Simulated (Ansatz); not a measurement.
**Sn₅H₇ (charge +1): geometry relaxation (part 1 of 3)**

System: Sn₅H₇, charge +1.
Method: RKS PBE-D4/def2-SVP (Ansatz 0.2.0).

The geometry: GFN2-xTB start. Figures and captions count atoms from 1; the log counts them from 0 in places.

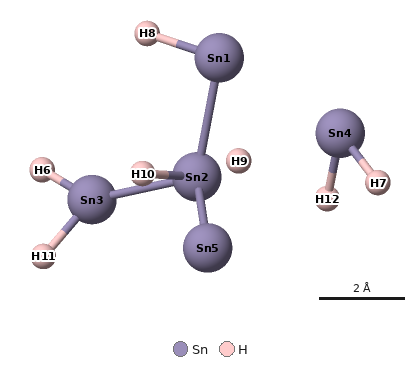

*The starting structure (ball-and-stick view, seen at a tilt; atoms are numbered from 1 in the order of the input). Sticks mark near contacts.*

Bond lengths as drawn: H–Sn 1.77 to 2.00 Å and Sn–Sn 2.91 to 3.00 Å.

**Summary**

- outcome: converged
- total energy: −29264.9791 eV
- mean-field energy: −29264.5233 eV
- dispersion energy: −0.4559 eV
- HOMO: −8.63 eV
- LUMO: −7.07 eV
- largest force (length of the vector) at the end: 0.022 eV/Å
- hardware: 4 threads of Arm Neoverse V2, 23 GiB of memory available, shared host
- wall time: 83 s (CPU time 5.2 min)
- peak memory: 0.27 GiB

**Input file**
```yaml
crystal:
  periodic: [false, false, false]
  atoms:
    - {symbol: Sn, position_ang: [-1.210220, -2.297030, 0.106010]}
    - {symbol: Sn, position_ang: [-0.480470, 0.583050, -0.106450]}
    - {symbol: Sn, position_ang: [-1.049400, 1.996180, -2.694640]}
    - {symbol: Sn, position_ang: [0.110470, -1.576160, 3.382830]}
    - {symbol: Sn, position_ang: [2.268990, 0.830900, 0.811250]}
    - {symbol: H, position_ang: [-2.078090, 2.019390, -4.139720]}
    - {symbol: H, position_ang: [1.373620, -1.156790, 4.608910]}
    - {symbol: H, position_ang: [-1.671010, -2.359330, -1.750540]}
    - {symbol: H, position_ang: [1.509060, -1.205570, 1.270150]}
    - {symbol: H, position_ang: [1.075260, -0.182830, -1.100600]}
    - {symbol: H, position_ang: [0.174910, 3.023180, -3.530240]}
    - {symbol: H, position_ang: [-0.023130, 0.325010, 3.143030]}
basis:
  gaussian: {orbitals: def2-SVP}
total_charge: 1
hamiltonian: {xc: pbe, dispersion: d4}
scf: {lower_state_search: "off"}
output: {orbitals: {seedname: orbitals}}
relax: {f_tol: 0.02, max_steps: 100}
```

Launch command:
```bash
ansatz run in.yaml --threads 4 --pin off --events-out ev --progress --plain --max-ram 4787MiB
```

**What the program printed**
```
Functional definition: PBE
  name "PBE"
  cite "Perdew, Burke & Ernzerhof, Phys. Rev. Lett. 77, 3865 (1996) doi:10.1103/PhysRevLett.77.3865"
  parent pbe
  parameter kappa = 0.804
  parameter beta = 0.06672455060314922
  exchange = pbe_x(kappa = kappa, mu = beta*pi^2/3)
  correlation = pbe_c(beta = beta)
these checks for a lower state are left out or cut short: stability, starts, cluster_reference, orbital_swaps, neighbouring_geometries, increment
1861 factors; their error is unknown
mean field evaluation 1: about -29256.8507 eV, gradient 2.9e1 eV
mean field evaluation 2: about -29219.7028 eV, gradient 7.7e1 eV
mean field evaluation 4: about -29260.8988 eV, gradient 7.8e0 eV
mean field evaluation 8: about -29261.2537 eV, gradient 4.6e-1 eV
mean field evaluation 16: about -29261.2403 eV, gradient 1.3e-3 eV
mean field -29261.24027673 eV, -1075.3307461887 hartree, gradient 3.0e-6 eV, S^2 0.000000; 0 other end points of the search recorded, 0 dependent functions left out
the calculation of the forces begins
reference -29261.24033486 eV, -1075.3307483251 hartree; 58, 58 occupied and 107, 107 virtual orbitals, 1861 factors
relax step   1: F+E_penalty+E_count = -29261.80906273 eV  Δ(F+E_penalty+E_count) = +0.000e0 eV  max|allowed force component| = 1.180e0 eV/Å  Δτ_max = 0.0000 Å  (21 SCF iters, accepted)
these checks for a lower state are left out or cut short: stability, starts, cluster_reference, orbital_swaps, neighbouring_geometries, increment
1861 factors; their error is unknown
mean field evaluation 32: about -29261.7773 eV, gradient 2.7e-6 eV
mean field -29261.77725196 eV, -1075.3504796646 hartree, gradient 2.7e-6 eV, S^2 0.000000; 0 other end points of the search recorded, 0 dependent functions left out
[... from here on the field's lines of each further geometry are left out, up to the last ...]
relax step   2: F+E_penalty+E_count = -29262.31194055 eV  Δ(F+E_penalty+E_count) = -5.029e-1 eV  max|allowed force component| = 7.476e-1 eV/Å  Δτ_max = 0.1948 Å  (27 SCF iters, accepted)
relax step   3: F+E_penalty+E_count = -29262.65903970 eV  Δ(F+E_penalty+E_count) = -3.471e-1 eV  max|allowed force component| = 3.694e-1 eV/Å  Δτ_max = 0.1949 Å  (26 SCF iters, accepted)
relax step   4: F+E_penalty+E_count = -29262.97552058 eV  Δ(F+E_penalty+E_count) = -3.165e-1 eV  max|allowed force component| = 4.029e-1 eV/Å  Δτ_max = 0.1953 Å  (26 SCF iters, accepted)
relax step   5: F+E_penalty+E_count = -29263.27698779 eV  Δ(F+E_penalty+E_count) = -3.015e-1 eV  max|allowed force component| = 4.622e-1 eV/Å  Δτ_max = 0.1964 Å  (21 SCF iters, accepted)
relax step   6: F+E_penalty+E_count = -29263.50081183 eV  Δ(F+E_penalty+E_count) = -2.238e-1 eV  max|allowed force component| = 2.275e-1 eV/Å  Δτ_max = 0.1951 Å  (21 SCF iters, accepted)
relax step   7: F+E_penalty+E_count = -29263.60498797 eV  Δ(F+E_penalty+E_count) = -1.042e-1 eV  max|allowed force component| = 1.826e-1 eV/Å  Δτ_max = 0.1988 Å  (21 SCF iters, accepted)
relax step   8: F+E_penalty+E_count = -29263.64436942 eV  Δ(F+E_penalty+E_count) = -3.938e-2 eV  max|allowed force component| = 4.836e-1 eV/Å  Δτ_max = 0.1956 Å  (21 SCF iters, accepted)
relax step   9: F+E_penalty+E_count = -29263.73273376 eV  Δ(F+E_penalty+E_count) = -8.836e-2 eV  max|allowed force component| = 2.245e-1 eV/Å  Δτ_max = 0.1918 Å  (21 SCF iters, accepted)
relax step  10: F+E_penalty+E_count = -29263.82649894 eV  Δ(F+E_penalty+E_count) = -9.377e-2 eV  max|allowed force component| = 2.397e-1 eV/Å  Δτ_max = 0.1980 Å  (22 SCF iters, accepted)
relax step  11: F+E_penalty+E_count = -29263.93231659 eV  Δ(F+E_penalty+E_count) = -1.058e-1 eV  max|allowed force component| = 2.671e-1 eV/Å  Δτ_max = 0.1949 Å  (22 SCF iters, accepted)
relax step  12: F+E_penalty+E_count = -29264.02516501 eV  Δ(F+E_penalty+E_count) = -9.285e-2 eV  max|allowed force component| = 2.037e-1 eV/Å  Δτ_max = 0.1947 Å  (21 SCF iters, accepted)
relax step  13: F+E_penalty+E_count = -29264.09387453 eV  Δ(F+E_penalty+E_count) = -6.871e-2 eV  max|allowed force component| = 2.029e-1 eV/Å  Δτ_max = 0.1933 Å  (21 SCF iters, accepted)
relax step  14: F+E_penalty+E_count = -29264.14626763 eV  Δ(F+E_penalty+E_count) = -5.239e-2 eV  max|allowed force component| = 1.220e-1 eV/Å  Δτ_max = 0.1954 Å  (21 SCF iters, accepted)
relax step  15: F+E_penalty+E_count = -29264.19064740 eV  Δ(F+E_penalty+E_count) = -4.438e-2 eV  max|allowed force component| = 1.900e-1 eV/Å  Δτ_max = 0.1941 Å  (21 SCF iters, accepted)
relax step  16: F+E_penalty+E_count = -29264.24134821 eV  Δ(F+E_penalty+E_count) = -5.070e-2 eV  max|allowed force component| = 2.323e-1 eV/Å  Δτ_max = 0.1951 Å  (20 SCF iters, accepted)
relax step  17: F+E_penalty+E_count = -29264.30700068 eV  Δ(F+E_penalty+E_count) = -6.565e-2 eV  max|allowed force component| = 2.532e-1 eV/Å  Δτ_max = 0.1953 Å  (20 SCF iters, accepted)
relax step  18: F+E_penalty+E_count = -29264.38344224 eV  Δ(F+E_penalty+E_count) = -7.644e-2 eV  max|allowed force component| = 2.533e-1 eV/Å  Δτ_max = 0.1955 Å  (21 SCF iters, accepted)
relax step  19: F+E_penalty+E_count = -29264.45669907 eV  Δ(F+E_penalty+E_count) = -7.326e-2 eV  max|allowed force component| = 1.845e-1 eV/Å  Δτ_max = 0.1951 Å  (21 SCF iters, accepted)
relax step  20: F+E_penalty+E_count = -29264.49478674 eV  Δ(F+E_penalty+E_count) = -3.809e-2 eV  max|allowed force component| = 2.314e-1 eV/Å  Δτ_max = 0.1955 Å  (20 SCF iters, accepted)
relax step  21: F+E_penalty+E_count = -29264.52578529 eV  Δ(F+E_penalty+E_count) = -3.100e-2 eV  max|allowed force component| = 1.805e-1 eV/Å  Δτ_max = 0.2000 Å  (21 SCF iters, accepted)
relax step  22: F+E_penalty+E_count = -29264.54933797 eV  Δ(F+E_penalty+E_count) = -2.355e-2 eV  max|allowed force component| = 2.257e-1 eV/Å  Δτ_max = 0.2000 Å  (21 SCF iters, accepted)
relax step  23: F+E_penalty+E_count = -29264.59424281 eV  Δ(F+E_penalty+E_count) = -4.490e-2 eV  max|allowed force component| = 2.423e-1 eV/Å  Δτ_max = 0.1980 Å  (20 SCF iters, accepted)
relax step  24: F+E_penalty+E_count = -29264.63649311 eV  Δ(F+E_penalty+E_count) = -4.225e-2 eV  max|allowed force component| = 1.768e-1 eV/Å  Δτ_max = 0.1949 Å  (21 SCF iters, accepted)
relax step  25: F+E_penalty+E_count = -29264.66907096 eV  Δ(F+E_penalty+E_count) = -3.258e-2 eV  max|allowed force component| = 1.604e-1 eV/Å  Δτ_max = 0.1946 Å  (20 SCF iters, accepted)
relax step  26: F+E_penalty+E_count = -29264.70187419 eV  Δ(F+E_penalty+E_count) = -3.280e-2 eV  max|allowed force component| = 1.824e-1 eV/Å  Δτ_max = 0.1554 Å  (21 SCF iters, accepted)
relax step  27: F+E_penalty+E_count = -29264.73675624 eV  Δ(F+E_penalty+E_count) = -3.488e-2 eV  max|allowed force component| = 1.263e-1 eV/Å  Δτ_max = 0.1547 Å  (21 SCF iters, accepted)
relax step  28: F+E_penalty+E_count = -29264.77539035 eV  Δ(F+E_penalty+E_count) = -3.863e-2 eV  max|allowed force component| = 1.204e-1 eV/Å  Δτ_max = 0.1960 Å  (20 SCF iters, accepted)
relax step  29: F+E_penalty+E_count = -29264.82913804 eV  Δ(F+E_penalty+E_count) = -5.375e-2 eV  max|allowed force component| = 1.997e-1 eV/Å  Δτ_max = 0.1959 Å  (20 SCF iters, accepted)
relax step  30: F+E_penalty+E_count = -29264.88191003 eV  Δ(F+E_penalty+E_count) = -5.277e-2 eV  max|allowed force component| = 1.832e-1 eV/Å  Δτ_max = 0.1966 Å  (20 SCF iters, accepted)
relax step  31: F+E_penalty+E_count = -29264.91816577 eV  Δ(F+E_penalty+E_count) = -3.626e-2 eV  max|allowed force component| = 2.708e-1 eV/Å  Δτ_max = 0.1949 Å  (20 SCF iters, accepted)
relax step  32: F+E_penalty+E_count = -29264.93334583 eV  Δ(F+E_penalty+E_count) = -1.518e-2 eV  max|allowed force component| = 3.584e-1 eV/Å  Δτ_max = 0.1959 Å  (19 SCF iters, accepted)
relax step  33: F+E_penalty+E_count = -29264.94865764 eV  Δ(F+E_penalty+E_count) = -1.531e-2 eV  max|allowed force component| = 2.687e-1 eV/Å  Δτ_max = 0.1000 Å  (20 SCF iters, accepted)
relax step  34: F+E_penalty+E_count = -29264.96694194 eV  Δ(F+E_penalty+E_count) = -1.828e-2 eV  max|allowed force component| = 1.393e-1 eV/Å  Δτ_max = 0.2000 Å  (20 SCF iters, accepted)
relax step  35: F+E_penalty+E_count = -29264.97399870 eV  Δ(F+E_penalty+E_count) = -7.057e-3 eV  max|allowed force component| = 7.714e-2 eV/Å  Δτ_max = 0.0689 Å  (21 SCF iters, accepted)
relax step  36: F+E_penalty+E_count = -29264.96768972 eV  Δ(F+E_penalty+E_count) = +6.309e-3 eV  max|allowed force component| = 2.108e-1 eV/Å  Δτ_max = 0.0960 Å  (20 SCF iters, rejected (line search))
relax step  37: F+E_penalty+E_count = -29264.97737855 eV  Δ(F+E_penalty+E_count) = -3.380e-3 eV  max|allowed force component| = 4.552e-2 eV/Å  Δτ_max = 0.0467 Å  (20 SCF iters, accepted)
relax step  38: F+E_penalty+E_count = -29264.97835369 eV  Δ(F+E_penalty+E_count) = -9.751e-4 eV  max|allowed force component| = 1.577e-2 eV/Å  Δτ_max = 0.0451 Å  (20 SCF iters, accepted)
relax step  39: F+E_penalty+E_count = -29264.97884647 eV  Δ(F+E_penalty+E_count) = -4.928e-4 eV  max|allowed force component| = 2.073e-2 eV/Å  Δτ_max = 0.0343 Å  (21 SCF iters, accepted)
the calculation of the forces begins
reference -29264.52316333 eV, -1075.4513900460 hartree; 58, 58 occupied and 107, 107 virtual orbitals, 1861 factors
relax step  40: F+E_penalty+E_count = -29264.97897482 eV  Δ(F+E_penalty+E_count) = -1.283e-4 eV  max|allowed force component| = 2.105e-2 eV/Å  Δτ_max = 0.0177 Å  (20 SCF iters, accepted)
these checks for a lower state are left out or cut short: stability, starts, cluster_reference, orbital_swaps, neighbouring_geometries, increment
1861 factors; their error is unknown
mean field -29264.52322919 eV, -1075.4513924664 hartree, gradient 1.5e-6 eV, S^2 0.000000; 0 other end points of the search recorded, 0 dependent functions left out
the calculation of the forces begins
reference -29264.52328507 eV, -1075.4513945199 hartree; 58, 58 occupied and 107, 107 virtual orbitals, 1861 factors
relax step  41: F+E_penalty+E_count = -29264.97908407 eV  Δ(F+E_penalty+E_count) = -1.093e-4 eV  max|allowed force component| = 1.525e-2 eV/Å  Δτ_max = 0.0117 Å  (15 SCF iters, accepted)
```

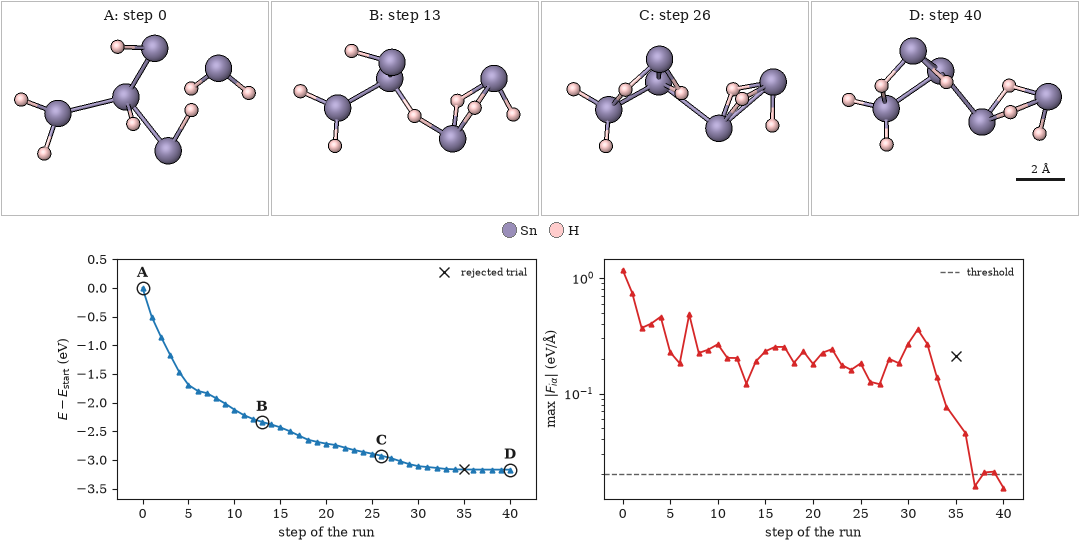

*Frames of the relaxation (ball-and-stick view, seen at a tilt) above the curves, on which the letters mark them (the first geometry is step 0 here and step 1 in the log).*

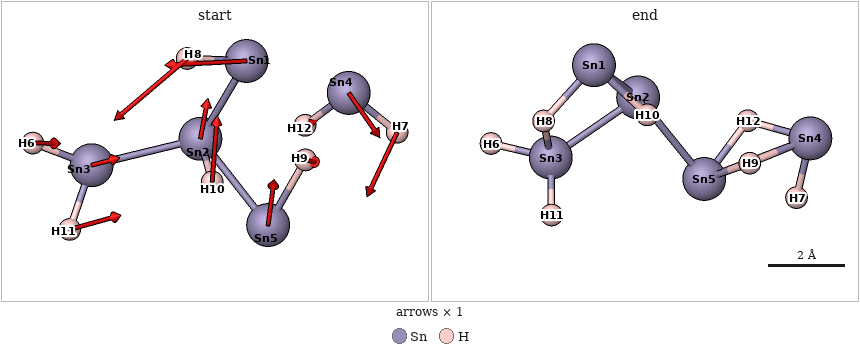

*Before (left) and after (right) the relaxation, at one scale (ball-and-stick view, seen at a tilt). The red arrows give the displacements, at true length.*

Over 40 geometry steps the energy falls by 3.170 eV. Largest force component: 1.2 eV/Å at the start, 0.015 eV/Å at the end. The line search rejected the trial step at point 35 (counted from 0) and went back. The largest move after the best rigid fit is that of H8, 2.58 Å. By element the largest moves are H 2.58 Å, Sn 2.41 Å. Among the contacts that change: Sn3–H8 4.500 → 1.943 Å, Sn1–H10 3.339 → 2.004 Å, Sn5–H12 3.309 → 1.991 Å, Sn4–Sn5 4.131 → 3.059 Å. New bonds form: Sn1–H10 (3.34 → 2.00 Å), Sn3–H8 (4.50 → 1.94 Å), Sn4–Sn5 (4.13 → 3.06 Å), Sn5–H12 (3.31 → 1.99 Å). Among the angles that change: Sn1–Sn2–Sn3 118.0° → 69.5°, Sn5–Sn2–H10 56.9° → 102.9°, Sn1–Sn2–Sn5 106.9° → 145.8°. (Atoms are counted from 1 in the order of the input.)

```
Total energy: -29264.97913995 eV, -1075.4681468777 hartree
Atom 0 at    -2.105661    -1.858204    -1.978057 Å, force     0.000883     0.004732     0.002083 eV/Å
Atom 1 at    -1.268768    -0.081121     0.166322 Å, force    -0.002980     0.000196    -0.006469 eV/Å
Atom 2 at    -0.726285     1.112376    -2.400131 Å, force     0.012408    -0.015248     0.009230 eV/Å
Atom 3 at     1.479639    -1.099090     3.951678 Å, force     0.000270     0.006374    -0.005534 eV/Å
Atom 4 at     1.159878     1.049552     1.797344 Å, force    -0.003483     0.007546    -0.003364 eV/Å
Atom 5 at    -1.824650     2.181228    -3.196480 Å, force    -0.010261     0.010809    -0.007566 eV/Å
Atom 6 at     2.578605     0.359157     3.766516 Å, force     0.000250    -0.004206    -0.001930 eV/Å
Atom 7 at    -1.392672    -0.494631    -3.265163 Å, force     0.002528    -0.001486     0.000077 eV/Å
Atom 8 at     1.552436    -0.894461     1.954966 Å, force    -0.000163    -0.001840     0.007536 eV/Å
Atom 9 at    -0.421955    -1.611736    -0.919857 Å, force    -0.000230     0.003184     0.002172 eV/Å
Atom 10 at     0.778475     1.019105    -3.252508 Å, force    -0.002356    -0.000691     0.001967 eV/Å
Atom 11 at     0.190947     0.317824     3.375361 Å, force     0.003134    -0.009370     0.001800 eV/Å
Dipole moment:     0.051154    -0.199187     0.329646 e Å
Checks for a lower state left out: stability, starts, cluster_reference, orbital_swaps, neighbouring_geometries, increment
```

**Trajectory as extended XYZ (Å, eV, eV/Å), 41 frames, from step=1 to step=41**
```
12
Properties=species:S:1:pos:R:3:forces:R:3 step=1 energy=-29261.80906
Sn   -1.2102   -2.2970    0.1060   -0.2544  -0.0190  -1.0677
Sn   -0.4805    0.5830   -0.1065    0.1590  -0.1567  -0.0555
Sn   -1.0494    1.9962   -2.6946    0.5193   0.2483  -0.7834
Sn    0.1105   -1.5762    3.3828    0.5806   1.0986  -0.1482
Sn    2.2690    0.8309    0.8113   -0.6871  -1.1797   0.1709
H    -2.0781    2.0194   -4.1397   -0.2147  -0.1700   0.4215
H     1.3736   -1.1568    4.6089    0.0277  -0.1845  -0.1815
H    -1.6710   -2.3593   -1.7505    0.1850   0.0165   0.7076
H     1.5091   -1.2056    1.2701    0.0038   0.8465   0.3340
H     1.0753   -0.1828   -1.1006   -0.1723   0.3866   0.2859
H     0.1749    3.0232   -3.5302   -0.1069  -0.2633   0.4738
H    -0.0231    0.3250    3.1430   -0.0400  -0.6233  -0.1573
12
Properties=species:S:1:pos:R:3:forces:R:3 step=2 energy=-29262.31194
Sn   -1.2385   -2.2993   -0.0160    0.1107  -0.0201   0.4224
Sn   -0.4828    0.5643   -0.1101   -0.6369   0.0205  -0.4530
Sn   -0.9879    1.9950   -2.7640    0.0780  -0.3260   0.2345
Sn    0.1933   -1.4592    3.3459    0.1180  -0.4069  -0.2304
Sn    2.1703    0.6675    0.8504    0.2103  -0.2234   0.2476
H    -2.1328    1.9876   -4.0915   -0.1586  -0.0749   0.1848
H     1.4163   -1.1736    4.5968    0.3028   0.0694  -0.0159
H    -1.6583   -2.3589   -1.7079   -0.2261  -0.0225  -0.7476
H     1.4896   -1.1005    1.3427   -0.1660   0.2069   0.4138
H     1.0520   -0.1235   -1.0666    0.0247   0.1021   0.2109
H     0.2116    3.0155   -3.4786    0.3121   0.1629  -0.0489
H    -0.0326    0.2851    3.0987    0.0312   0.5121  -0.2181
12
Properties=species:S:1:pos:R:3:forces:R:3 step=3 energy=-29262.65904
Sn   -1.2652   -2.3164   -0.0928    0.0383  -0.0881   0.0614
Sn   -0.5943    0.5663   -0.1705   -0.2240   0.0620  -0.1768
Sn   -0.9313    1.9516   -2.7323    0.1469  -0.2389  -0.1376
Sn    0.2707   -1.4332    3.2772    0.0056  -0.1206  -0.0316
Sn    2.1126    0.6305    0.9292   -0.1208   0.1058   0.2776
H    -2.1400    1.9431   -4.0098   -0.0668  -0.0029   0.2764
H     1.5104   -1.1487    4.5277    0.2411   0.0440  -0.1547
H    -1.6985   -2.3699   -1.8117   -0.1593   0.0017  -0.3694
H     1.4087   -1.0645    1.5163   -0.0233  -0.1767   0.1860
H     1.0274   -0.0853   -1.0065   -0.0421   0.0578   0.2010
H     0.2732    2.9929   -3.4442    0.1236   0.0220   0.0475
H     0.0262    0.3336    3.0173    0.0807   0.3339  -0.1799
```
